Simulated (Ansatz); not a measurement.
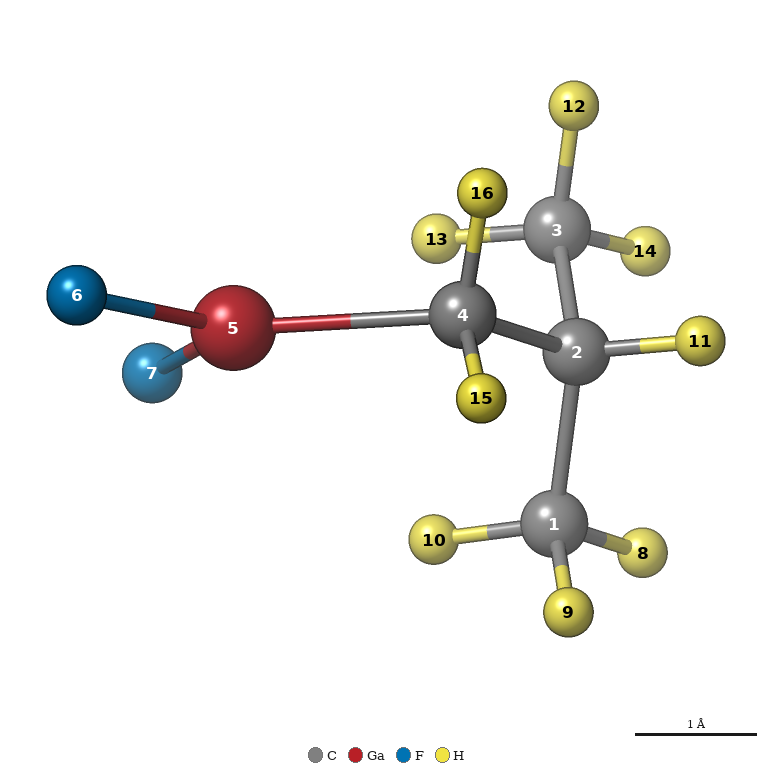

Orthographic view. Depth is shown by fading: the farther an atom, the more it takes the colour of the background. The geometry was computed by an optimisation with PBE0-D4/def2-TZVP.

List the bonded neighbours of every atom.

C1: C2, H8, H9, H10
C2: C1, C3, C4, H11
C3: C2, H12, H13, H14
C4: C2, Ga5, H15, H16
Ga5: C4, F6, F7
F6: Ga5
F7: Ga5
(terminal hydrogens appear only as neighbours)
